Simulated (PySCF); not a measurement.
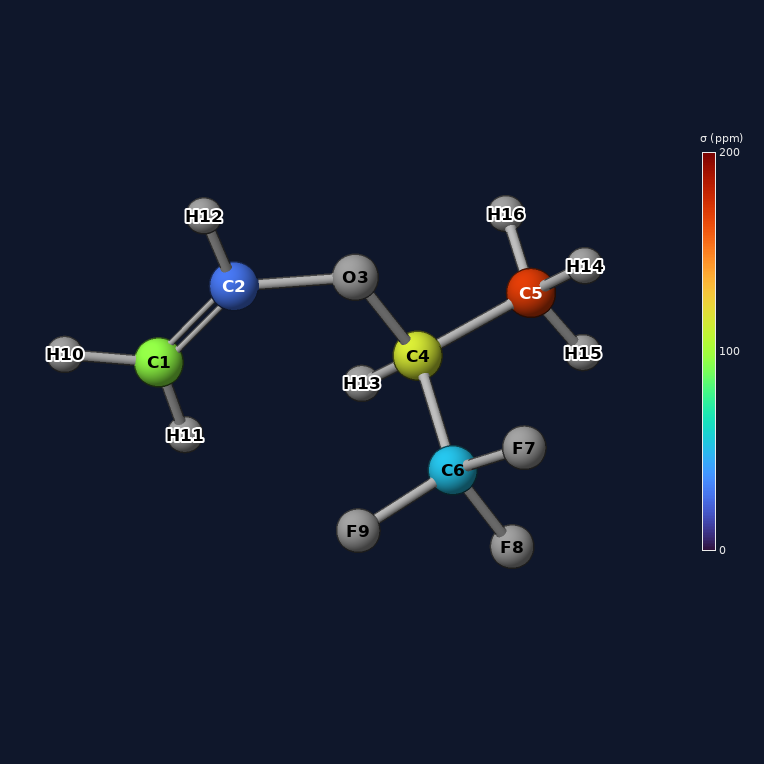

Atoms are coloured by their isotropic NMR shieldings (C only, the others grey). Computed geometry: GFN2-xTB optimisation. No frequency run is at hand to confirm it as a minimum. Properties computed with GIAO PBE0/pcSseg-1 NMR shielding, non-relativistic, gas phase (PySCF 2.14.0).

Give the isotropic NMR shieldings of the C atoms atom by atom.

```tsv
atom	σ (ppm)
C1	96.1
C2	28.8
C4	114.9
C5	169.9
C6	52.2
```
